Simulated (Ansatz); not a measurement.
# What LiHgBr3 (built on the sites of a database entry of CsHgF3) distorts into

Wanted: the energy along a soft mode of LiHgBr3 (built on the sites of a database entry of CsHgF3) and the structure at the end.

Main program and level: Ansatz 0.2.0; DFT PBEsol, scalar-relativistic, plane waves, PAW.

The structure was built from a prototype and need not be the compound's stable phase.

**1. Set-up**

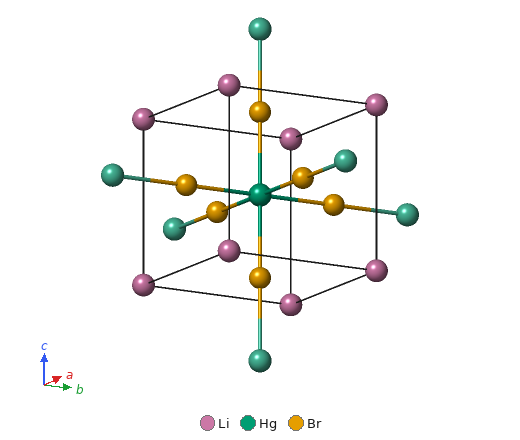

Start, viewed from a free direction; lithium pink, mercury teal, bromine orange. Some periodic images of atoms are drawn too.

**2. Response at finite wavevector**

The cell comes from relaxations at this level that are not shown. Stability and thermal properties need the whole zone. Linear response on a 2×2×2 q mesh gives force constants as far as a supercell of that size would.

The input, input.yaml:

```yaml
crystal:
  lattice:
    - [5.4589240501, 0.0, 0.0]
    - [0.0, 5.4589240501, 0.0]
    - [0.0, 0.0, 5.4589240501]
  atoms:
    - { symbol: Li, position: [0.0, 0.0, 0.0] }
    - { symbol: Hg, position: [0.5, 0.5, 0.5] }
    - { symbol: Br, position: [0.0, 0.5, 0.5] }
    - { symbol: Br, position: [0.5, 0.0, 0.5] }
    - { symbol: Br, position: [0.5, 0.5, 0.0] }
kpoints:
  mp_grid: { grid: [8, 8, 8] }
hamiltonian:
  xc: pbesol
scf:
  occupations: { method: methfessel_paxton, width: 0.2 }
output:
  eigenvalues: true
phonons:
  method: dfpt
  qmesh: [2, 2, 2]
  temperatures: { t_max: 1000, t_step: 50 }
  qpath:
    path:
      - [[0.0, 0.0, 0.0], [0.0, 0.5, 0.0], [0.5, 0.5, 0.0], [0.0, 0.0, 0.0], [0.5, 0.5, 0.5], [0.0, 0.5, 0.0]]
      - [[0.5, 0.5, 0.5], [0.5, 0.5, 0.0]]
    npoints: 10
```

On the command line:

```sh
ansatz run input.yaml --threads 8 --pin off --max-ram 14336MiB --backend cpu --events-out ev --progress --plain --runs-dir out
```

Numbers of over 12 decimals in the logs are rounded to 6 here.

What it wrote:

```text
Engine: ansatz 0.2.0, aarch64-unknown-linux-gnu
Pseudopotentials: kind: paw
Pseudopotential: Li, paw, valence charge 3, recommended cutoff 420 eV (normal), Li.paw.azcp
Pseudopotential: Hg, paw, valence charge 20, recommended cutoff 420 eV (normal), Hg.paw.azcp
Pseudopotential: Br, paw, valence charge 7, recommended cutoff 420 eV (normal), Br.paw.azcp
Functional definition: PBEsol
  exchange = pbesol_x
  correlation = pbesol_c
Crystal: 5 atoms, lattice volume = 162.675 Å³
Basis set: ecut = 420 eV, 3191 PW (Γ), exchange–correlation on 80×80×80 points (8 copies of the dense FFT grid, shifted against one another)
Bands: 27, of which v1, the nominal top of the filled ones, is band 22 counted from 1 (21 counted from 0)
Symmetry: 48 space group operations
k-points: 35 of 512
Non-local potential: Li, projectors of the file, l = 0: 3, l = 1: 2, l = 2: 1
Non-local potential: Hg, projectors of the file, l = 0: 3, l = 1: 2, l = 2: 2, l = 3: 1
Non-local potential: Br, projectors of the file, l = 0: 2, l = 1: 2, l = 2: 2
PAW form: soft (Blöchl's): semilocal exchange-correlation on the pseudo side does not see the compensation charge
PAW frozen core: Hg, regenerated for the run's functional, and the local potential with it (the file was generated under x = pbe(κ = 0.804, μ = 0.219515), c = pbe(β = 0.066725))
PAW frozen core: Br, regenerated for the run's functional, and the local potential with it (the file was generated under x = pbe(κ = 0.804, μ = 0.219515), c = pbe(β = 0.066725))
PAW one-centre angular grid: Li, 110 points (default); XC on 64 Gauss nodes
PAW one-centre angular grid: Hg, 590 points (default); XC on 64 Gauss nodes
PAW one-centre angular grid: Br, 110 points (default); XC on 64 Gauss nodes
Initial density: superposition of atomic densities (neutral atoms: chi_scale 0, normalization atom), corrected by the library's trained network
Initial wavefunctions: pseudopotential atomic-orbital guess
Functional: x = pbesol(κ = 0.804, μ = 0.123457), c = pbesol(β = 0.046)
SCF iter   1: F=—  HF=-22083.316157 eV  |F-HF|=—  |Δ(HF+E_count)|=         —  Δρ=2.23e-3  dr2=1.10e-2  ethr=1.77e-3  ⟨swp⟩=6.5  Hψ=4337  notcnv=0
preconditioner: auto → none  [metal: Δε(μ)=0.120 eV  Ē_g=9.858 eV  σ=0.200 eV  W_gap=0.45  n_scr=26 (ndim 8)  ℏωp=17.0 eV  f_vac=0.200  D(μ)=0.75/eV (n_scr^D=0)  sad-step TF]
SCF iter   2: F=—  HF=-22083.317089 eV  |F-HF|=—  |Δ(HF+E_count)|=   9.31e-4  S|Δr|=    0.00e0  Δρ=1.33e-3  dr2=4.83e-3  ethr=2.49e-5  ⟨swp⟩=3.0  Hψ=1865  notcnv=0
preconditioner: auto → Resta (q_TF=auto, 2.194 Å⁻¹)  ε∞=4.0  [insulator: Δε(μ)=0.132 eV  Ē_g=9.878 eV  σ=0.200 eV  W_gap=0.50  n_scr=26 (ndim 8)  ℏωp=17.0 eV  f_vac=0.200  D(μ)=0.74/eV (n_scr^D=0)  ε∞_Penn≈4.0]
SCF iter   3: F=—  HF=-22083.316242 eV  |F-HF|=—  |Δ(HF+E_count)|=   8.47e-4  S|Δr|=    0.00e0  Δρ=3.60e-4  dr2=4.69e-4  ethr=1.10e-5  ⟨swp⟩=2.1  Hψ=1452  notcnv=0
SCF iter   4: F=—  HF=-22083.316236 eV  |F-HF|=—  |Δ(HF+E_count)|=   5.45e-6  S|Δr|=    0.00e0  Δρ=1.48e-4  dr2=1.45e-4  ethr=1.07e-6  ⟨swp⟩=2.6  Hψ=1444  notcnv=0  defer=1
SCF iter   5: F=—  HF=-22083.316263 eV  |F-HF|=—  |Δ(HF+E_count)|=   2.66e-5  S|Δr|=    0.00e0  Δρ=6.77e-5  dr2=1.29e-5  ethr=3.29e-7  ⟨swp⟩=2.5  Hψ=1490  notcnv=0  defer=2
SCF iter   6: F=—  HF=-22083.316261 eV  |F-HF|=—  |Δ(HF+E_count)|=   2.31e-6  S|Δr|=    0.00e0  Δρ=2.46e-5  dr2=1.75e-6  ethr=2.94e-8  ⟨swp⟩=2.0  Hψ=1579  notcnv=0  defer=3
SCF iter   7: F=—  HF=-22083.316260 eV  |F-HF|=—  |Δ(HF+E_count)|=   9.32e-7  S|Δr|=    0.00e0  Δρ=8.73e-6  dr2=1.59e-7  ethr=3.97e-9  ⟨swp⟩=2.1  Hψ=1418  notcnv=0  defer=2
SCF iter   8: F=—  HF=-22083.316260 eV  |F-HF|=—  |Δ(HF+E_count)|=   5.56e-8  S|Δr|=    0.00e0  Δρ=1.21e-6  dr2=3.34e-9  ethr=3.62e-10  ⟨swp⟩=2.8  Hψ=1744  notcnv=0  defer=2
SCF iter   9: F=—  HF=-22083.316260 eV  |F-HF|=—  |Δ(HF+E_count)|=   2.91e-9  S|Δr|=    0.00e0  Δρ=2.08e-7  dr2=1.04e-10  ethr=7.58e-12  ⟨swp⟩=2.1  Hψ=1436  notcnv=0  defer=2
SCF iter  10: F=-22083.316260 eV  HF=-22083.316260 eV  |F-HF|=1.09e-11  |Δ(HF+E_count)|=  1.82e-10  S|Δr|=    0.00e0  Δρ=4.30e-8  dr2=4.87e-12  ethr=1.00e-12  ⟨swp⟩=9.3  Hψ=5335  notcnv=0
SCF 1 converged in 10 iterations: F = -22083.316260 eV  dr2 = 4.87e-12
  greatest PAW one-centre occupation: 1.000 electrons in one spin orbital (limit 2), on the Hg atom at site 1 (counted from 0), in its partial waves of l = 0
Initial density: read from a saved state, or passed on in memory by an earlier SCF of this step, an earlier step, the calling program or the single point that the run made first
iter 1 solved again at ethr=5.30e-7 eV; its pass at ethr=3.10e-3 eV (dr2=2.33e-4 eV) is discarded
SCF iter   1: F=—  HF=-22083.316268 eV  |F-HF|=—  |Δ(HF+E_count)|=         —  Δρ=1.09e-6  dr2=2.41e-9  ethr=5.30e-7  ⟨swp⟩=3.7  Hψ=7146  notcnv=0
eigensolver tolerance schedule: the retry pair's looser diagonalisation over-reported the residual by 96886.51 of it (diagonalisation noise at an unbounded share of the residual, at the tolerance the schedule requests for it); recorded, not acted on — ethr = c·dr2/N_el stays at c = 1.0e-1
preconditioner: auto → Resta (q_TF=auto, 2.194 Å⁻¹)  ε∞=3.9  [insulator: Δε(μ)=0.145 eV  Ē_g=9.905 eV  σ=0.200 eV  W_gap=0.55  n_scr=26 (ndim 8)  ℏωp=17.0 eV  f_vac=0.197  D(μ)=0.74/eV (n_scr^D=0)  ε∞_Penn≈3.9]
SCF iter   2: F=—  HF=-22083.316260 eV  |F-HF|=—  |Δ(HF+E_count)|=   8.49e-6  S|Δr|=    0.00e0  Δρ=8.57e-7  dr2=1.43e-9  ethr=5.47e-12  ⟨swp⟩=4.5  Hψ=3029  notcnv=0
SCF iter   3: F=—  HF=-22083.316260 eV  |F-HF|=—  |Δ(HF+E_count)|=  3.42e-10  S|Δr|=    0.00e0  Δρ=4.60e-7  dr2=4.34e-10  ethr=3.26e-12  ⟨swp⟩=2.0  Hψ=1080  notcnv=0
SCF iter   4: F=—  HF=-22083.316260 eV  |F-HF|=—  |Δ(HF+E_count)|=  1.09e-10  S|Δr|=    0.00e0  Δρ=2.20e-7  dr2=9.86e-11  ethr=1.00e-12  ⟨swp⟩=2.0  Hψ=1112  notcnv=0
SCF iter   5: F=—  HF=-22083.316260 eV  |F-HF|=—  |Δ(HF+E_count)|=  2.18e-11  S|Δr|=    0.00e0  Δρ=9.59e-8  dr2=1.99e-11  ethr=1.00e-12  ⟨swp⟩=1.0  Hψ=945  notcnv=0
SCF iter   6: F=-22083.316260 eV  HF=-22083.316260 eV  |F-HF|=3.64e-12  |Δ(HF+E_count)|=  7.28e-12  S|Δr|=    0.00e0  Δρ=3.96e-8  dr2=3.05e-12  ethr=1.00e-12  ⟨swp⟩=3.7  Hψ=2267  notcnv=0
SCF 2 converged in 6 iterations: F = -22083.316260 eV  dr2 = 3.05e-12
phonons: the bands overlap, so this run is a metal and interpolates without the dipole-dipole term. If the crystal is really an insulator or semiconductor, its LO-TO splitting is missing
NSCF: frozen V_eff on 35 k-points
NSCF: frozen V_eff on 125 k-points
DFPT response loops at q = (0, 0, 0) (fractional): preconditioner auto → none (partly filled bands, converged f_vac=0.197); β = 0.50; Broyden in place of MSR1
NSCF: frozen V_eff on 250 k-points
DFPT response loops at q = (0, 0, -0.5) (fractional): mixed as the last ones told, above
NSCF: frozen V_eff on 250 k-points
DFPT response loops at q = (0, -0.5, -0.5) (fractional): mixed as the last ones told, above
NSCF: frozen V_eff on 250 k-points
DFPT response loops at q = (-0.5, -0.5, -0.5) (fractional): mixed as the last ones told, above
SCF converged after 10 iterations
Stability not checked: this state was not tested for a lower state beside it, because cold or Methfessel-Paxton smearing, or corrected tetrahedra, fill the levels in a way that the test cannot read (fill_not_monotonic; see scf.lower_state_search)
Free energy (F): -22083.316260 eV
Harris-Foulkes:  -22083.316260 eV  (|F-HF|=1.09e-11)
Internal energy: -22083.318488 eV  (E = F + TS)
E sigma→0 (E₀):  -22083.316817 eV
Entropy (-TS):   0.002229 eV (0.446 meV/atom)
Fermi energy:    2.931899 eV
--- Per-component energies (eV) ---
  E_band       = -752.201034
  E_kinetic    = 1021.969521
  E_local      = -5613.108654  (includes V_loc(G=0)·N_el)
  E_nonlocal   = 256.385604
  E_hartree    = 2328.136480
  E_xc         = -1011.653893
  E_vxc        = -583.804292  (∫ρ·V_xc dr)
  E_paw        = -16429.139626  (= ΣΔE_a)
  E_vpaw       = -489.917083  (= ΣTr[D̂ρ^β])
  E_aug_tail   = 0.000912  (compensation charges beyond the density's cutoff)
  E_ewald      = -2636.514295
  E_core_change = 0.605462  (= ΣΔE_core)
  E_smearing   = 0.002229  (= −TS)
  E_closure    = 0.000000  (closes the sum)
  Σ components = -22083.316260   (vs F -22083.316260, Δ=0.00e0)
--- Band table (eV; the first three rows and the last of 35) ---
  k-point 0: bands = [... 18 lower, 1.4986, 1.5721, 1.6394, 1.6394, 1.6394, 5.3267, 9.3250, 9.3250, ... 1 higher]
  k-point 1: bands = [... 18 lower, 1.4918, 1.4918, 1.6275, 1.6275, 2.3995, 5.4782, 8.8949, 9.4783, ... 1 higher]
  k-point 2: bands = [... 18 lower, 1.4623, 1.4623, 1.6094, 1.6094, 3.5288, 5.8838, 8.3003, 9.1574, ... 1 higher]
  k-point 34: bands = [... 18 lower, 2.1996, 2.1996, 3.0557, 3.0557, 6.0625, 7.6862, 7.6862, 7.6862, ... 1 higher]
--- Phonons (Γ-DFPT): 4 representative perturbations + reference (Σ response iterations 12) ---
  ASR residual: 1.900e-5 → 0.000e0 eV/Å²; symmetrization residual: 1.413e-6 eV/Å²
  ASR residual per site (eV/Å²): 1.90e-5 1.37e-5 7.15e-6 7.15e-6 7.15e-6
  Γ frequencies (cm⁻¹): -170.35 -170.35 -170.35 -31.33 -31.33 -31.33 0.00 0.00 0.00 39.65 39.65 39.65 168.86 168.86 168.86
--- Phonons (arbitrary-q DFPT): 4 irreducible q on the 2×2×2 mesh ---
  q = [0.0000, 0.0000, 0.0000] (star 1, of the zone-centre solve; hermiticity 4.18e-7, symmetrization 3.54e-12): -170.35 -170.35 -170.35 -31.33 -31.33 -31.33 -0.00 -0.00 0.00 39.65 39.65 39.65 168.86 168.86 168.86
  q = [0.0000, 0.0000, -0.5000] (star 3, 9 solved perturbations in 975 linear systems a pass and spin channel, the states on 125 of 512 k-point pairs; hermiticity 3.91e-7, symmetrization 9.62e-13): -162.44 -162.44 -85.23 -30.59 -30.59 -27.77 23.49 23.49 29.97 29.97 39.03 96.53 146.83 169.23 169.23
  q = [0.0000, -0.5000, -0.5000] (star 3, 9 solved perturbations in 975 linear systems a pass and spin channel, the states on 125 of 512 k-point pairs; hermiticity 2.73e-7, symmetrization 2.73e-13): -152.34 -145.53 -145.53 -56.89 -43.33 -24.77 -24.77 32.54 50.61 50.61 54.50 102.65 102.65 165.15 169.92
  q = [-0.5000, -0.5000, -0.5000] (star 1, 4 solved perturbations in 350 linear systems a pass and spin channel, the states on 125 of 512 k-point pairs; hermiticity 7.43e-8, symmetrization 1.19e-11): -168.55 -168.55 -168.55 -56.94 -56.94 -56.94 -37.82 -37.82 70.13 70.13 70.13 97.72 97.72 97.72 181.12
  sum rule: each row above includes the acoustic sum rule's correction from the zone centre's row sums; it moved no ω² by more than (0.86 cm⁻¹)²
  mesh force constants: q→R imaginary residual 3.74e-18; ASR residual 1.900e-5 → 0.000e0 eV/Å²; symmetrization residual 7.994e-15 eV/Å²
  interpolated dispersion: 62 rows × 15 modes
  density of states and harmonic sums: on the 12×12×12 q-mesh, interpolated from the force constants of a 2×2×2 supercell (no non-analytic term)
  largest difference from the sums on the solved wave vectors: F 1.98e-1 eV, S 2.62e-4 and C_V 6.41e-5 eV/K
  zero-point energy: 0.045796 eV/cell   skipped modes (ω ≤ 0): 536, of them read as no rigid motion or as one in doubt: 533 (6.255e0 modes/cell left out, lowest -170.35 cm⁻¹)   left out of the sums: 4.17e-1 of the cell's modes: C_V's classical limit lies that fraction below 3 k_B per atom; for a crystal, a wire or a layer, F and S can be off by more, and a phonons.interpolated_qmesh denser along its periods is the remedy for the sampling
```

It took 2.1 min on 8 threads of Arm Neoverse V2, shared host; peak memory 1.6 GiB.

Numbers from this step:

```
volume per atom                                         : 32.54 Å³
gap on the k-mesh                                       : 0 eV
sum-rule residual before enforcement                    : 1.90e-5 eV/Å²
lowest frequency on the path                            : -170.4 cm⁻¹
point group                                             : m-3m
highest frequency on the path or at a solved wavevector : 185.2 cm⁻¹
highest optical mode at the zone centre (no LO-TO term) : 168.9 cm⁻¹
lowest optical zone-centre mode                         : -170.3 cm⁻¹
lowest mode on the q mesh (acoustic modes at Γ apart)   : -170.3 cm⁻¹
```

Frequencies (cm⁻¹) solved at each irreducible wavevector; negative means imaginary. Frequencies by wavevector, by row:

```
q in reciprocal lattice units  star  mode 1  mode 2  mode 3  mode 4  mode 13  mode 14  mode 15
                        0 0 0     1  -170.3  -170.3  -170.3   -31.3    168.9    168.9    168.9
                     0 0 -0.5     3  -162.4  -162.4   -85.2   -30.6    146.8    169.2    169.2
                  0 -0.5 -0.5     3  -152.3  -145.5  -145.5   -56.9    102.7    165.2    169.9
               -0.5 -0.5 -0.5     1  -168.6  -168.6  -168.6   -56.9     97.7     97.7    181.1
```

Interpolated from a 2×2×2 q mesh. The phonon branches at the labelled points (cm⁻¹):

```csv
point,branch 1,branch 2,branch 3,branch 4,branch 12,branch 13,branch 14,branch 15
Γ,-170,-170,-170,-31,40,169,169,169
X,-162,-162,-85,-31,96,147,169,169
M,-152,-146,-146,-57,103,103,165,170
Γ,-170,-170,-170,-31,40,169,169,169
R,-168,-168,-168,-57,98,98,98,181
X,-162,-162,-85,-31,96,147,169,169
jump to R,-168,-168,-168,-57,98,98,98,181
M,-152,-146,-146,-57,103,103,165,170
```

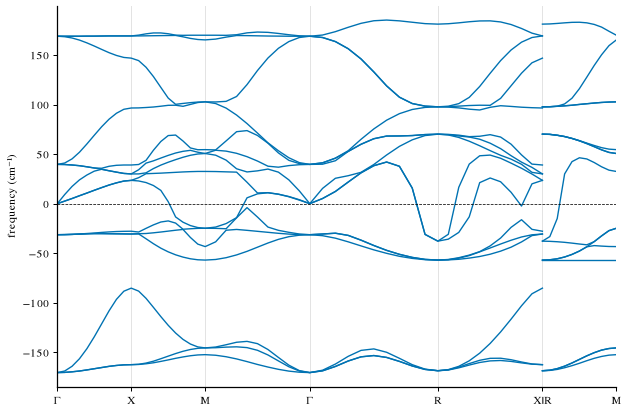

Phonon branches along the path.

Symmetry leaves 4 wavevectors to solve. The lowest mode among them, the acoustic zeros apart, lies at Γ and is imaginary, 170.3i cm⁻¹, so the energy falls along it.

**3. The mode frozen in, largest atomic shift 0 Å**

The mode followed lies at q = (-0.5, -0.5, -0.5) with frequency 168.5i cm⁻¹ and is 3-fold degenerate, one of the unstable modes though not the softest. At small amplitude the distorted cell has space group no. 166 by a symmetry search on the positions. The undistorted cell that holds it gives the zero of energy on the same k mesh.

System of this step: LiHgBr3 (built on the sites of a database entry of CsHgF3). The structure is cubic, space group Pm-3m (No. 221). Conventional cell: a = 5.459 Å, b = 5.459 Å, c = 5.459 Å, α = 90.00°, β = 90.00°, γ = 90.00°. Li has 12 Br at 3.86 Å nearest. Nearest to Hg lie 6 Br at 2.73 Å. Nearest to Br lie 2 Hg at 2.73 Å. Farther neighbours and most contacts between anions are not listed.

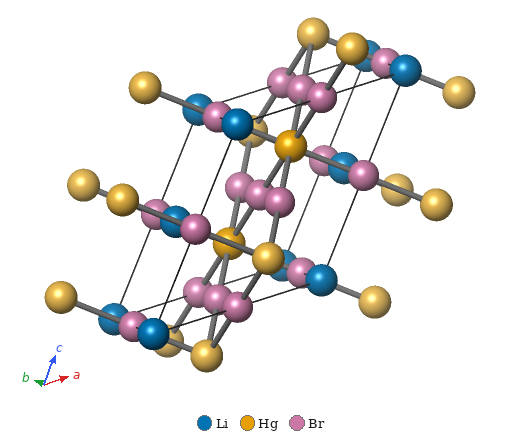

The cell of this step (lithium blue, mercury orange, bromine pink). Some periodic images of atoms are drawn too.

The input, input.yaml:

```yaml
crystal:
  lattice:
    - [5.4589240501, 5.4589240501, 0.0]
    - [5.4589240501, 0.0, 5.4589240501]
    - [5.4589240501, 0.0, -5.4589240501]
  atoms:
    - { symbol: Li, position: [0.0, 0.5, 0.5] }
    - { symbol: Li, position: [0.0, 0.0, 1.0] }
    - { symbol: Hg, position: [0.5, 0.25, 0.75] }
    - { symbol: Hg, position: [0.5, 0.75, 0.25] }
    - { symbol: Br, position: [0.5, 0.0, 0.5] }
    - { symbol: Br, position: [0.5, 0.5, 0.0] }
    - { symbol: Br, position: [0.0, 0.0, 0.5] }
    - { symbol: Br, position: [0.0, 0.5, 0.0] }
    - { symbol: Br, position: [0.5, 0.5, 0.5] }
    - { symbol: Br, position: [0.5, 0.0, 0.0] }
kpoints:
  mp_grid: { grid: [8, 8, 8] }
hamiltonian:
  xc: pbesol
scf:
  occupations: { method: methfessel_paxton, width: 0.2 }
output:
  forces: true
  stress: true
  eigenvalues: true
```

What it wrote:

```text
[...]
Crystal: 10 atoms, lattice volume = 325.350 Å³
Basis set: ecut = 420 eV, 6375 PW (Γ), exchange–correlation on 108×108×108 points (8 copies of the dense FFT grid, shifted against one another)
Bands: 54, of which v1, the nominal top of the filled ones, is band 44 counted from 1 (43 counted from 0)
Symmetry: 96 space group operations
[...]
k-points: 29 of 512
[...]
k-point 0: bands = [... 40 lower, 2.2008, 2.2008, 2.2008, 3.0577, 3.0577, 5.3270, 6.0627, 7.6858, ... 6 higher]
  k-point 1: bands = [... 40 lower, 2.1377, 2.1701, 2.2231, 2.9036, 2.9036, 5.4417, 6.1412, 7.2215, ... 6 higher]
  k-point 2: bands = [... 40 lower, 1.9211, 2.0848, 2.5710, 2.5710, 2.9745, 5.7581, 6.3482, 6.4578, ... 6 higher]
  k-point 28: bands = [... 40 lower, 1.8902, 1.8902, 2.1346, 2.1346, 5.8009, 5.8009, 7.0687, 7.0687, ... 6 higher]
[key lines of the parts left out:]
SCF converged after 7 iterations
Free energy (F): -44166.624096 eV
Fermi energy:    2.976592 eV
P = ⅓ Tr σ = 0.0305 GPa (0.305 kbar)
```

Run time: 3.4 s. Hardware: 8 threads; peak memory 1.3 GiB; 25 s of CPU time.

Numbers from this step:

* pressure: 0.03048 GPa
* energy from the undistorted cell: 0 meV/atom

The run ends at a pressure of 0.03 GPa.

**4. The mode frozen in, largest atomic shift 0.6 Å**

The atoms are moved along the unstable eigenvector, the largest shift by 0.6 Å, with the cell fixed.

The input, input.yaml:

```yaml
crystal:
  lattice:
    - [5.4589240501, 5.4589240501, 0.0]
    - [5.4589240501, 0.0, 5.4589240501]
    - [5.4589240501, 0.0, -5.4589240501]
  atoms:
    - { symbol: Li, position: [0.0634575895, 0.4682712052, 0.4048136157] }
    - { symbol: Li, position: [-0.0634575895, 0.0317287948, 1.0951863843] }
    - { symbol: Hg, position: [0.5, 0.25, 0.75] }
    - { symbol: Hg, position: [0.5, 0.75, 0.25] }
    - { symbol: Br, position: [0.5037663219, 0.0, 0.4962336781] }
    - { symbol: Br, position: [0.4962336781, 0.5, 0.0037663219] }
    - { symbol: Br, position: [0.0, 0.0, 0.4962336781] }
    - { symbol: Br, position: [0.0, 0.5, 0.0037663219] }
    - { symbol: Br, position: [0.5037663219, 0.4962336781, 0.4962336781] }
    - { symbol: Br, position: [0.4962336781, 0.0037663219, 0.0037663219] }
kpoints:
  mp_grid: { grid: [8, 8, 8] }
hamiltonian:
  xc: pbesol
scf:
  occupations: { method: methfessel_paxton, width: 0.2 }
output:
  forces: true
  stress: true
  eigenvalues: true
```

What it wrote:

```text
[...]
Crystal: 10 atoms, lattice volume = 325.350 Å³
Basis set: ecut = 420 eV, 6375 PW (Γ), exchange–correlation on 108×108×108 points (8 copies of the dense FFT grid, shifted against one another)
Bands: 54, of which v1, the nominal top of the filled ones, is band 44 counted from 1 (43 counted from 0)
Symmetry: 12 space group operations
[...]
k-points: 65 of 512
[...]
k-point 0: bands = [... 40 lower, 2.1156, 2.1156, 2.1562, 2.9881, 2.9881, 5.4868, 6.2551, 7.5230, ... 6 higher]
  k-point 1: bands = [... 40 lower, 2.0536, 2.1257, 2.1516, 2.8336, 2.8336, 5.5975, 6.3303, 7.1073, ... 6 higher]
  k-point 2: bands = [... 40 lower, 1.8425, 2.0414, 2.4983, 2.4983, 2.9059, 5.9025, 6.3494, 6.5486, ... 6 higher]
  k-point 64: bands = [... 40 lower, 1.6072, 1.6398, 1.9448, 2.5544, 5.5208, 5.7777, 7.1387, 7.1813, ... 6 higher]
[key lines of the parts left out:]
SCF converged after 7 iterations
Free energy (F): -44166.897517 eV
Fermi energy:    2.909080 eV
P = ⅓ Tr σ = 0.0589 GPa (0.589 kbar)
```

Elapsed: 6.8 s, on 8 threads; peak memory 1.6 GiB; 52 s of CPU time.

This step gave:

```yaml
pressure: 0.05892 GPa
energy_from_the_undistorted_cell: -27.35 meV/atom
```

The energy, extrapolated to zero smearing, is -27.35 meV/atom against the undistorted cell.

The run ends at a pressure of 0.06 GPa, with forces up to 0.41 eV/Å.

(Continued in part 2 of 2.)

[Logs are printed without paths, hosts, clocks, repeated set-up lines and the standing remarks that a program may print on its own settings, such as how far it seeks lower states.]

[Hosts, paths, dates, database ids (printed as entryN), source tags and the programs' standing remarks are cut or masked in the printed files.]
